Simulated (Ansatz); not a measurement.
**Cl₃FHW···HCl (doublet): density, localisation and related maps**

```yaml
atoms:
  - { symbol: W, position_ang: [-0.0013, -1.0772, 0.2270] }
  - { symbol: H, position_ang: [0.0070, 3.1042, -0.0967] }
  - { symbol: Cl, position_ang: [2.2745, -0.7279, 0.5068] }
  - { symbol: Cl, position_ang: [0.0009, 2.9881, 1.1711] }
  - { symbol: Cl, position_ang: [-2.2777, -0.7291, 0.5031] }
  - { symbol: F, position_ang: [-0.0008, -2.8905, 0.1384] }
  - { symbol: Cl, position_ang: [-0.0001, 0.2383, -1.6622] }
  - { symbol: H, position_ang: [-0.0025, -0.3659, 1.7225] }
```

Core potentials replace the inner electrons of W.

All numbers below come from Ansatz, UHF/def2-SVP.

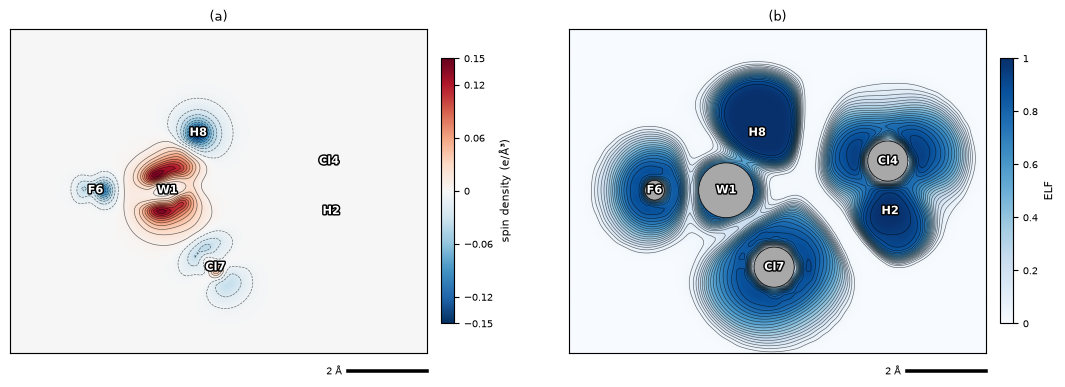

Figure 1. (a) spin density; (b) ELF on the plane of atoms Cl7, W1 and H8. Grey discs cover the atomic cores in the ELF map.

What does the map show?

The section cuts through W, H, Cl and F sites. W1···Cl4 (4.17 Å): the ELF dips to about 0 between them (a weak contact between the two molecules). W–F (1.82 Å): the ELF peaks at about 0.85 in the valence shell of F, 0.6 Å from its nucleus, and drops to about 0.20 between the two atoms. W–Cl (2.30 Å): the ELF peaks at about 0.85 in the valence shell of Cl, 0.8 Å from its nucleus, and is about 0.45 at the midpoint. Cl–H (1.27 Å): the ELF climbs to about 1 towards the hydrogen, as it does in any bond to H. W–H (1.66 Å): the ELF climbs to about 1 towards the hydrogen. The ELF also peaks beside Cl4, away from the bonds: non-bonding electrons, paired or unpaired. The unpaired spin (1 electron) lies mostly on W1 (about 0.9), in electrons by Hirshfeld's partition, with opposite, polarisation-induced spin on H8.

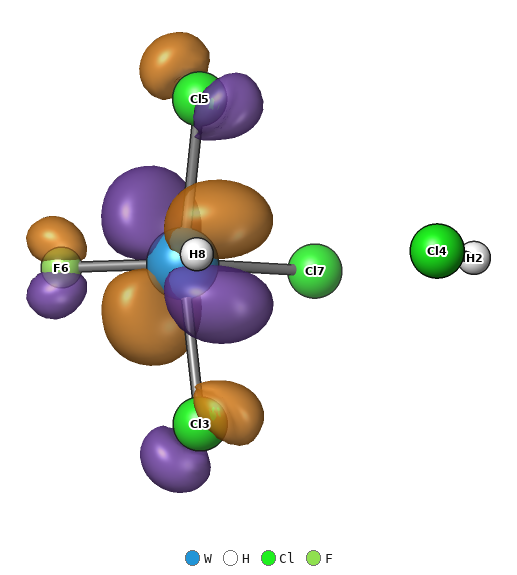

Figure 2. One frontier orbital at ±0.15 Å⁻³ᐟ² (orange and purple are the two phases), seen at a tilt.

Which orbital is it: HOMO (α) or LUMO (α)?

The LUMO (α), at −0.70 eV. By Hirshfeld shares it lies mainly on W1 (about 70 %), Cl3 (about 10 %), Cl5 (about 10 %) and F6 (about 5 %).

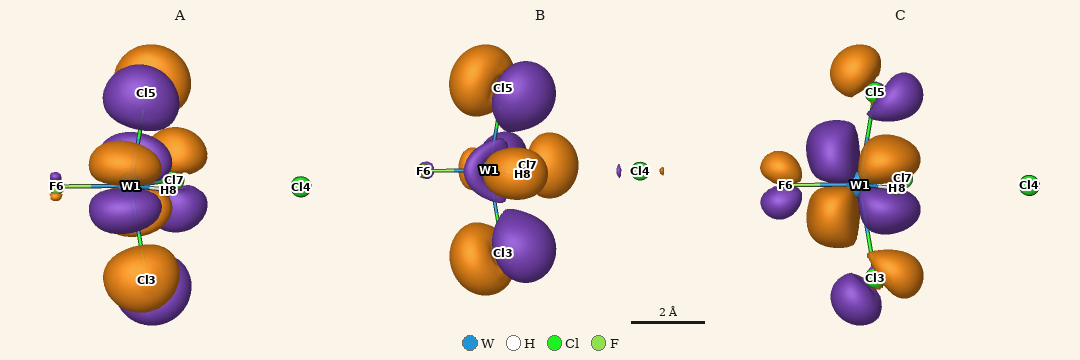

Figure 3. Three frontier orbitals at ±0.1 Å⁻³ᐟ² (orange and purple are the two phases), in no order.

Order the three orbitals by energy and name them. All are α orbitals.

B is the HOMO−1 (α) (−12.32 eV). Its weight (Hirshfeld) is mainly on Cl3 (about 30 %), Cl5 (about 30 %), Cl7 (about 20 %), W1 (about 10 %) and H8 (about 5 %); largely a combination of lone pairs on Cl3, Cl5 and Cl7. A is the HOMO (α) (−11.19 eV). It lies mainly on W1 (about 40 %), Cl3 (about 20 %), Cl5 (about 20 %) and Cl7 (about 10 %). C is the LUMO (α) (−0.70 eV). By Hirshfeld shares it lies mainly on W1 (about 70 %), Cl3 (about 10 %), Cl5 (about 10 %) and F6 (about 5 %).

What is the gap between the highest occupied and lowest empty α orbitals?

10.49 eV between the orbital energies.
